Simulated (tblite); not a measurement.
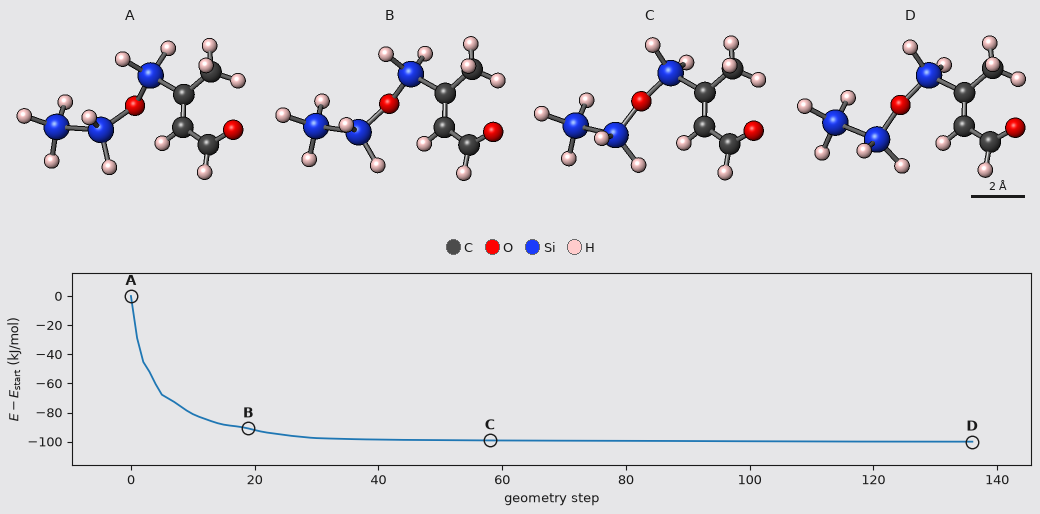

Frames of a relaxation of C₄H₁₂O₂Si₃, marked on the history of the run. The picture is a ball-and-stick view, seen at a tilt.

The calculation used GFN2-xTB geometry optimisation, gas phase (tblite). 

### Describe the path.

The atom that moves furthest after the best rigid fit is an H atom (1.29 Å). By element the largest moves are H 1.29 Å, O 1.03 Å, Si 0.40 Å, C 0.22 Å. Near-neighbour distances that change, for instance: Si–Si 2.877 → 3.230 Å, O–Si 1.719 → 1.609 Å, O–Si 1.715 → 1.632 Å, Si–Si 2.250 → 2.302 Å. Among the angles between lasting bonds that change: Si–O–Si 113.8° → 170.4°, Si–Si–H 104.1° → 116.2°, O–Si–H 111.9° → 104.3°. Groups turn about Si–Si by about 45°, C–Si by about 25°. Over 136 geometry steps the energy falls by 100.0 kJ/mol. From step 0 to 19: an H atom moves most (0.41 Å), energy −91.0 kJ/mol. From step 19 to 58: an H atom moves most (0.54 Å), energy −8.21 kJ/mol. From step 58 to 136: an H atom moves most (0.51 Å), energy −0.85 kJ/mol.
